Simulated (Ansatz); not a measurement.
# CH5FOSi (SMILES CO[SiH2]F): r2SCAN0/def2-SVP

What is the vertical ionisation energy of CH5FOSi at r2SCAN0/def2-SVP? 

Program for the calculation: Ansatz 0.2.0.

128 further runs of the same task are left out: 128 set aside as unsound or not needed. Runs told in other sessions of the task aren't counted.

### Step 1. Starting point

CH5FOSi: 9 atoms, total charge 0, spin state singlet. As SMILES, `CO[SiH2]F`. The coordinates come from a PBE0-D4/def2-TZVP relaxation. This is one conformer, not always the lowest.

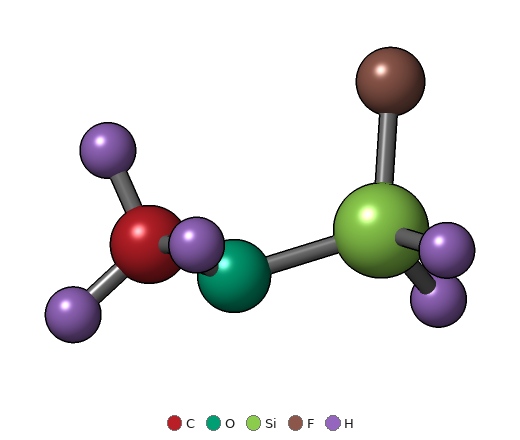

The structure, seen from a chosen angle (carbon red, oxygen teal, silicon green, fluorine brown, hydrogen purple).

### Step 2. The energy at r2SCAN0/def2-SVP

The input, in.yaml:

```yaml
crystal:
  periodic: [false, false, false]
  atoms:
    - {symbol: C, position_ang: [-0.280200, 1.150700, -0.688400]}
    - {symbol: O, position_ang: [-0.743600, -0.064200, -0.138000]}
    - {symbol: Si, position_ang: [0.168900, -1.127700, 0.679900]}
    - {symbol: F, position_ang: [1.202000, -1.865200, -0.290100]}
    - {symbol: H, position_ang: [0.189600, 0.979000, -1.660800]}
    - {symbol: H, position_ang: [-1.135900, 1.813600, -0.823000]}
    - {symbol: H, position_ang: [0.443400, 1.643500, -0.029000]}
    - {symbol: H, position_ang: [-0.748200, -2.141700, 1.231900]}
    - {symbol: H, position_ang: [0.992400, -0.434200, 1.700300]}
basis:
  gaussian: {orbitals: def2-SVP}
accuracy: high
hamiltonian: {xc: {name: r2SCAN0}}
output: {orbitals: {seedname: orbitals}}
```

Command:

```console
$ ansatz run in.yaml --threads 1 --pin off --max-ram 3480MiB --events-out events.jsonl --progress --plain --runs-dir runs
```

The log of the run:

```text
Warning: RAYON_NUM_THREADS=1 ignored (pool sized by the plan → 1); use --threads N
Functional definition: r2SCAN0
  name "r2SCAN0"
  parameter a = 0.25
  parameter k0 = 0.174
  parameter k1 = 0.065
  parameter a1 = 4.9479
  exchange = (1 - a)*r2scan_x(k0 = k0, k1 = k1, a1 = a1) + a*exact_x
  correlation = r2scan_c
1923 factors; integrals over basis functions are off by at most 3.8e-9 eV
mean field evaluation 1: about -13746.8914 eV, gradient 4.5e1 eV
mean field evaluation 2: about -13744.4309 eV, gradient 5.9e1 eV
mean field evaluation 4: about -13750.5717 eV, gradient 2.1e0 eV
mean field evaluation 8: about -13750.7975 eV, gradient 1.7e-1 eV
mean field evaluation 16: about -13750.7976 eV, gradient 5.7e-6 eV
mean field -13750.79759007 eV, -505.3324908099 hartree, gradient 3.3e-8 eV, S^2 0.000000; 0 other end points of the search recorded, 0 dependent functions left out
reference -13750.79759066 eV, -505.3324908315 hartree; 21, 21 occupied and 64, 64 virtual orbitals, 1923 factors
Total energy: -13750.79759066 eV, -505.3324908315 hartree
```

It took 14 s on 1 thread of Arm Neoverse V2, shared host; peak memory 0.32 GiB.

### Step 3. The doublet cation, same level

The input, input.yaml:

```yaml
crystal:
  periodic: [false, false, false]
  atoms:
    - {symbol: C, position_ang: [-0.280200, 1.150700, -0.688400]}
    - {symbol: O, position_ang: [-0.743600, -0.064200, -0.138000]}
    - {symbol: Si, position_ang: [0.168900, -1.127700, 0.679900]}
    - {symbol: F, position_ang: [1.202000, -1.865200, -0.290100]}
    - {symbol: H, position_ang: [0.189600, 0.979000, -1.660800]}
    - {symbol: H, position_ang: [-1.135900, 1.813600, -0.823000]}
    - {symbol: H, position_ang: [0.443400, 1.643500, -0.029000]}
    - {symbol: H, position_ang: [-0.748200, -2.141700, 1.231900]}
    - {symbol: H, position_ang: [0.992400, -0.434200, 1.700300]}
basis:
  gaussian: {orbitals: def2-SVP}
hamiltonian: {xc: {name: r2SCAN0}}
accuracy: high
output: {orbitals: {seedname: orbitals}}
magnetization: {spin_polarized: true, initial_magnetization: 1}
total_charge: 1
```

Command:

```console
$ ansatz run input.yaml --threads 1 --pin off --max-ram 3480MiB --events-out events.jsonl --progress --plain --runs-dir runs
```

The log of the run:

```text
Warning: RAYON_NUM_THREADS=1 ignored (pool sized by the plan → 1); use --threads N
[... 8 set-up lines as earlier in the session ...]
1923 factors; integrals over basis functions are off by at most 3.8e-9 eV
mean field evaluation 1: about -13726.1868 eV, gradient 5.7e1 eV
mean field evaluation 2: about -13691.8721 eV, gradient 1.1e2 eV
mean field evaluation 4: about -13737.4122 eV, gradient 2.2e1 eV
mean field evaluation 8: about -13739.4024 eV, gradient 1.1e0 eV
mean field evaluation 16: about -13739.6319 eV, gradient 1.0e-1 eV
mean field evaluation 32: about -13739.6332 eV, gradient 3.5e-5 eV
mean field -13739.63316402 eV, -504.9222057197 hartree, gradient 3.3e-8 eV, S^2 0.760915; 4 other end points of the search recorded, 0 dependent functions left out
reference -13739.63316548 eV, -504.9222057736 hartree; 21, 20 occupied and 64, 65 virtual orbitals, 1923 factors
Total energy: -13739.63316548 eV, -504.9222057736 hartree
```

Run time: 59 s. Hardware: 1 thread of Arm Neoverse V2, shared host; peak memory 0.53 GiB.

### Step 4. Outcome

Level: r2SCAN0/def2-SVP.

| quantity | value |
| --- | --- |
| singlet CH5FOSi: total energy | -505.33249 Eh |
| singlet CH5FOSi: HOMO energy | -8.95 eV |
| singlet CH5FOSi: LUMO energy | 1.77 eV |
| singlet CH5FOSi: HOMO–LUMO gap | 10.72 eV |
| doublet cation: total energy | -504.92221 Eh |
| doublet cation: HOMO energy (highest over α and β) | -15.60 eV |
| doublet cation: LUMO energy (lowest over α and β) | -13.32 eV |
| doublet cation: ⟨S²⟩ | 0.761 |
| vertical ionisation energy (to the doublet cation) | 11.164 eV |

In words: Removing an electron at fixed nuclei costs 11.16 eV (257 kcal/mol). −ε(HOMO) before ionisation, 8.95 eV, is 2.22 eV below this ionisation energy.
